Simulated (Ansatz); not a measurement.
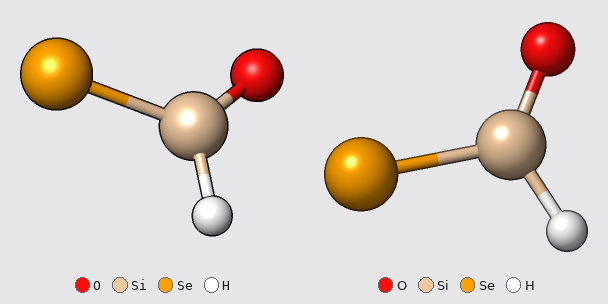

Two views of one molecule.

The species is neutral and a spin doublet. The computed structure is the end point of a PBE0-D4/def2-TZVP optimisation. No frequency run is at hand to confirm it as a minimum.

Count the atoms of each element.

HOSeSi, 4 atoms: 1 hydrogen, 1 oxygen, 1 selenium and 1 silicon.

How many sets of symmetry-equivalent atoms are there?

4: 1 O, 1 Si, 1 Se, 1 H.

Count the bonded pairs by element.

1 O–Si, 1 Se–Si, 1 Si–H. Sticks follow a distance rule.

Which point group does it belong to?

Cs.

The parts below concern this one geometry. Atoms keep their numbers from picture to picture.

### Dipole moment

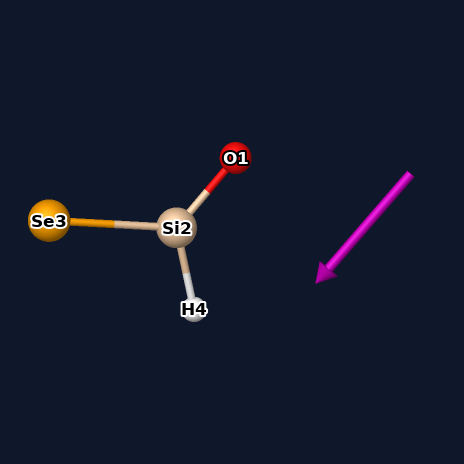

The arrow beside the molecule shows the direction of the dipole moment, from the negative to the positive end (its length means nothing). No frequency run is at hand to confirm it as a minimum. Level of theory: UKS PBE0-D4/def2-TZVP (Ansatz 0.2.0).

How large is the dipole moment?

3.65 D; it points from the side of O1 to the side of Se3 (the outermost atoms at the two ends).

### Electronic properties

No frequency run is at hand to confirm it as a minimum. Level of theory: UHF-CCSD(T), frozen core/def2-TZVPP (Ansatz 0.2.0).

Estimate the T1 diagnostic.

0.018.

What is the ⟨S²⟩ of the determinant?

0.761.

### Charges

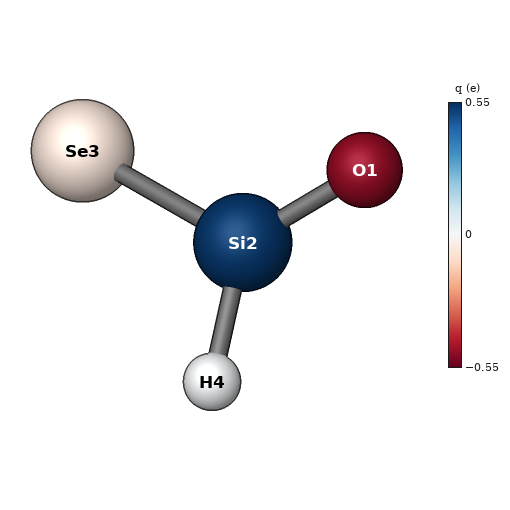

Atoms are coloured by their Mulliken charges. No frequency run is at hand to confirm it as a minimum. Properties computed with UKS PBE0-D4/def2-TZVP (Ansatz 0.2.0).

List the Mulliken charges.

```
atom  value (e)
  O1      −0.48
 Si2       0.53
 Se3      −0.06
  H4       0.01
```

Mulliken values depend strongly on the basis set and can even reverse the polarity of a bond.
